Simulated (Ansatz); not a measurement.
A series of calculations on AlB2H5

## 1. Relaxation

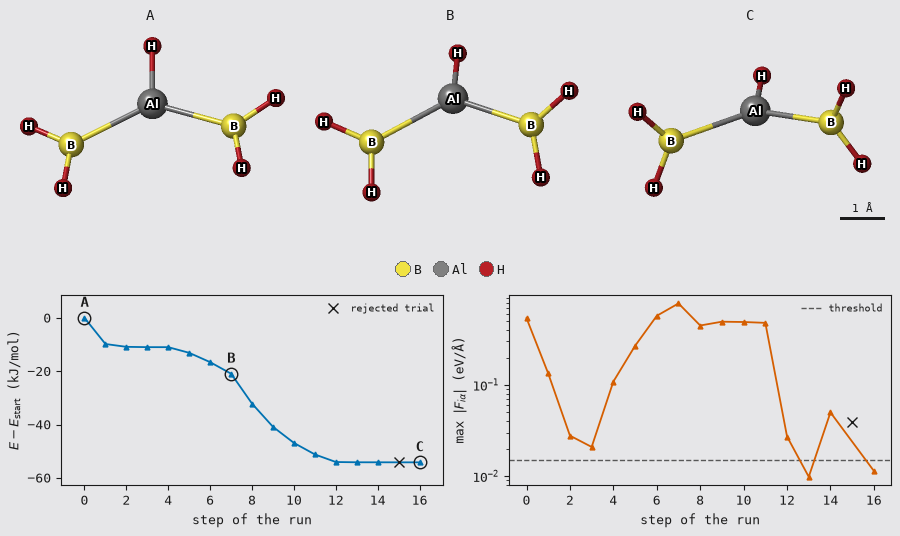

Frames of a relaxation of AlB₂H₅, marked on the history of the run. Style: ball-and-stick. Shown at a tilt.

The run prepares an end point of a later path (torsion) calculation, from a guessed geometry.

These are results of Ansatz, RKS B3LYP-D4/6-31G, not measurements. Settings: no spin polarisation; force threshold 0.015 eV/Å; at most 40 steps.

### Describe the path.

Over 15 accepted moves (16 points after the start) the energy falls by 54.2 kJ/mol. The largest force component goes from 0.54 to 0.011 eV/Å. The line search rejected the trial step at point 15 of the run. The forces were under the threshold at step 13, but the run went on from there. The largest moves after the best rigid fit, 1.31 Å, are those of H atoms. By element the largest moves are H 1.31 Å, Al 0.32 Å, B 0.14 Å. Among the contacts that change: Al–H 1.584 → 1.623 Å, Al–B 2.102 → 2.122 Å, B–H 1.183 → 1.200 Å. Bond angles that change, for instance: B–Al–B 131.4° → 125.6°, B–Al–H 114.4° → 117.1°, H–B–H 112.9° → 115.0°. Groups turn about Al–B by about 90°, Al–B by about 90°. From step 0 to 7: an H atom moves most (0.66 Å), energy −20.9 kJ/mol. From step 7 to 16: an H atom moves most (0.92 Å), energy −33.2 kJ/mol.

| step | E − E(0), kJ/mol | largest force component, eV/Å | note |
| --- | --- | --- | --- |
| 0 | 0.00 | 0.5402 |  |
| 1 | -9.80 | 0.1337 |  |
| 2 | -10.87 | 0.0278 |  |
| 3 | -10.98 | 0.0209 |  |
| 4 | -10.99 | 0.1090 |  |
| 5 | -13.11 | 0.2687 |  |
| 6 | -16.62 | 0.5732 |  |
| 7 | -20.95 | 0.7839 |  |
| 8 | -32.19 | 0.4489 |  |
| 9 | -40.88 | 0.4942 |  |
| 10 | -46.92 | 0.4903 |  |
| 11 | -51.23 | 0.4799 |  |
| 12 | -54.07 | 0.0272 |  |
| 13 | -54.17 | 0.0099 |  |
| 14 | -54.17 | 0.0501 |  |
| 15 | -54.16 | 0.0391 | rejected |
| 16 | -54.19 | 0.0114 |  |

## 2. Relaxation

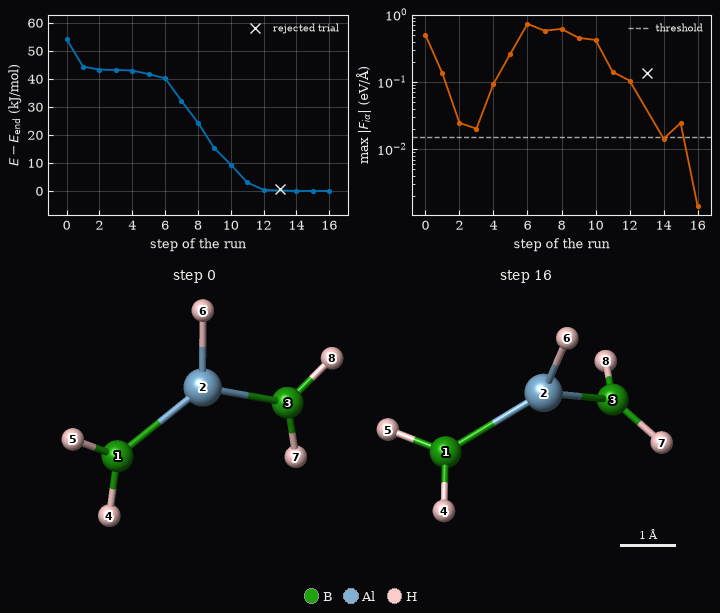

First and last geometry of a relaxation of AlB2H5, with the history of the run. The picture is a ball-and-stick view, seen from a free direction.

The run prepares an end point of a later path (torsion) calculation, from a guessed geometry.

Theory: RKS B3LYP-D4/6-31G (Ansatz).

Input
```yaml
crystal:
  periodic: [false, false, false]
  atoms:
    - { symbol: B, position_ang: [-1.22006, 0.86765, -1.22862] }
    - { symbol: Al, position_ang: [0.25405, 0.47943, 0.21858] }
    - { symbol: B, position_ang: [0.97613, -1.32505, 1.01921] }
    - { symbol: H, position_ang: [-1.84345, 0.01895, -1.7678] }
    - { symbol: H, position_ang: [-1.51389, 1.95345, -1.58785] }
    - { symbol: H, position_ang: [0.94475, 1.77559, 0.81159] }
    - { symbol: H, position_ang: [0.5738, -2.38692, 0.6953] }
    - { symbol: H, position_ang: [1.82493, -1.38404, 1.84087] }
basis:
  gaussian: { orbitals: "6-31G" }
hamiltonian:
  xc: b3lyp
  dispersion: d4
relax:
  f_tol: 0.015
  max_steps: 40
output:
  orbitals: {}
```

Command:
```bash
ansatz run input.yaml --threads 1 --pin off --max-ram 2048MiB --backend cpu --events-out ev --progress --plain --runs-dir out
```

Q: Read the history and describe the run.

A: It converged. The largest moves after the best rigid fit, 1.32 Å, are those of H5 and H8. By element the largest moves are H 1.32 Å, Al 0.32 Å, B 0.14 Å. Some distances before and after: Al2–H6 1.584 → 1.623 Å, Al2–B3 2.102 → 2.123 Å, B1–H4 1.183 → 1.200 Å. Among the angles between lasting bonds that change: B1–Al2–B3 131.4° → 125.0°, B3–Al2–H6 114.2° → 117.5°, B1–Al2–H6 114.4° → 117.5°. Groups turn about Al2–B3 by about 90°, B1–Al2 by about 90°. The energy falls by 54.3 kJ/mol in 15 accepted moves (16 points after the start). Largest force component: 0.5 eV/Å at the start, 0.0014 eV/Å at the end. The line search rejected the trial step at point 13 of the run. The forces were under the threshold at step 14, but the run went on from there. Cost: 30 s on 1 thread of Intel(R) Xeon(R) Platinum 8488C (Sapphire Rapids), with other jobs on the host, peak memory 0.12 GiB.

```json
{"step": "0", "E − E(0), kJ/mol": "0.00", "largest force component, eV/Å": "0.5019", "note": ""}
{"step": "1", "E − E(0), kJ/mol": "-9.85", "largest force component, eV/Å": "0.1341", "note": ""}
{"step": "2", "E − E(0), kJ/mol": "-10.93", "largest force component, eV/Å": "0.0247", "note": ""}
{"step": "3", "E − E(0), kJ/mol": "-11.04", "largest force component, eV/Å": "0.0202", "note": ""}
{"step": "4", "E − E(0), kJ/mol": "-11.26", "largest force component, eV/Å": "0.0935", "note": ""}
{"step": "5", "E − E(0), kJ/mol": "-12.52", "largest force component, eV/Å": "0.2646", "note": ""}
{"step": "6", "E − E(0), kJ/mol": "-14.02", "largest force component, eV/Å": "0.7336", "note": ""}
{"step": "7", "E − E(0), kJ/mol": "-22.10", "largest force component, eV/Å": "0.5790", "note": ""}
{"step": "8", "E − E(0), kJ/mol": "-29.82", "largest force component, eV/Å": "0.6159", "note": ""}
{"step": "9", "E − E(0), kJ/mol": "-38.98", "largest force component, eV/Å": "0.4540", "note": ""}
{"step": "10", "E − E(0), kJ/mol": "-44.81", "largest force component, eV/Å": "0.4216", "note": ""}
{"step": "11", "E − E(0), kJ/mol": "-51.18", "largest force component, eV/Å": "0.1418", "note": ""}
{"step": "12", "E − E(0), kJ/mol": "-53.84", "largest force component, eV/Å": "0.1047", "note": ""}
{"step": "13", "E − E(0), kJ/mol": "-53.59", "largest force component, eV/Å": "0.1352", "note": "rejected"}
{"step": "14", "E − E(0), kJ/mol": "-54.23", "largest force component, eV/Å": "0.0144", "note": ""}
{"step": "15", "E − E(0), kJ/mol": "-54.25", "largest force component, eV/Å": "0.0245", "note": ""}
{"step": "16", "E − E(0), kJ/mol": "-54.26", "largest force component, eV/Å": "0.0014", "note": ""}
```

## 3. Path

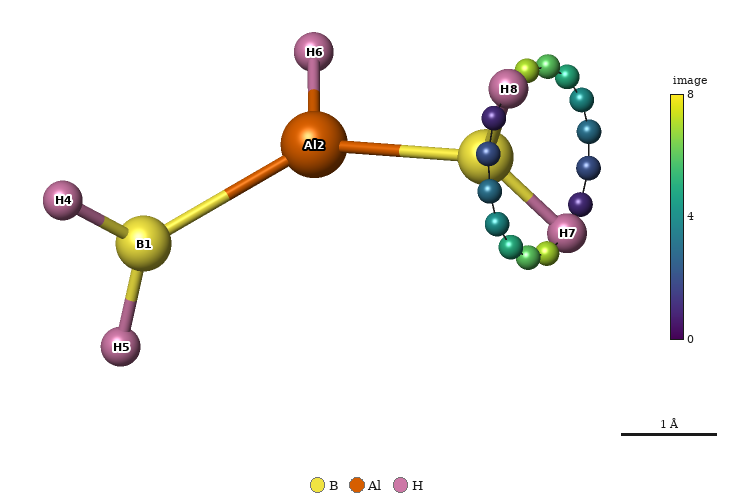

A nudged-elastic-band calculation for AlB2H5. Images are numbered from 0 (start) to 8 (end). The start is drawn whole; smaller spheres mark the moving atoms (H) in the later images, joined by lines and coloured by the number of the image. Style: ball-and-stick. Shown from a free direction.

Level of theory: RKS B3LYP-D4/6-31G (Ansatz). Set-up: 7 movable images; climbing image; force threshold 0.05 eV/Å; iteration limit 60; starting path through a guess of the saddle point.

Describe the path and its energy.

Answer. The motion is a rotation about the Al–B bond by about 180°. No bond forms or breaks between the ends. The two ends have the same energy, and the highest point, image 4, lies 5.03 kcal/mol above the start. The band converged in 16 iterations. The largest component of the band force went from 95 to 0.023 eV/Å. The climbing image converged on the top of the path. Its vibrational analysis gives one imaginary mode (270i cm⁻¹), as a transition state must have.
